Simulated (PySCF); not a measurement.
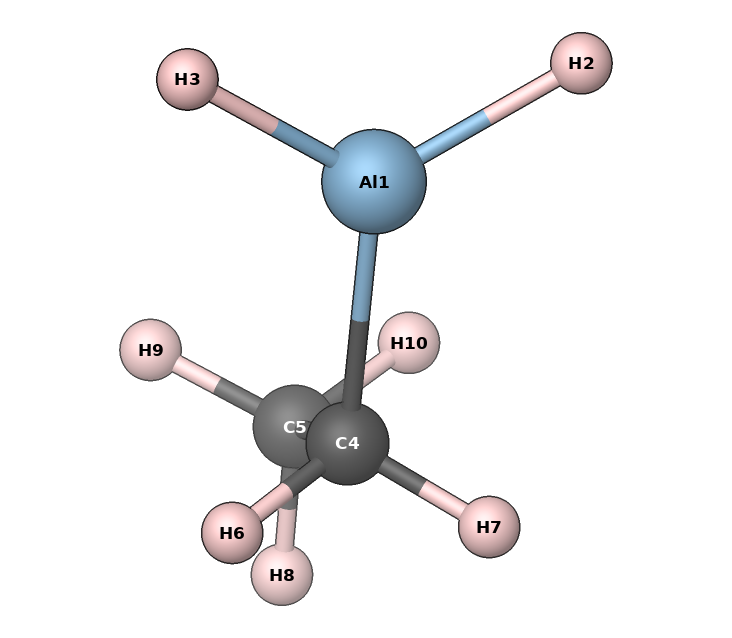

C5 lies behind C4. The molecule seen a little off the C4–C5 bond, C4 in front. Distant atoms are faded towards the background colour. The geometry was computed by an optimisation with PBE0-D3(BJ)/def2-SVP. No frequency run is at hand to confirm it as a minimum.

What is the torsion angle Al1–C4–C5–H8? The sign is positive where the front bond must turn clockwise to cover the back bond.

Answer. 179°, antiperiplanar (anti). The bonds about C4–C5 are staggered.
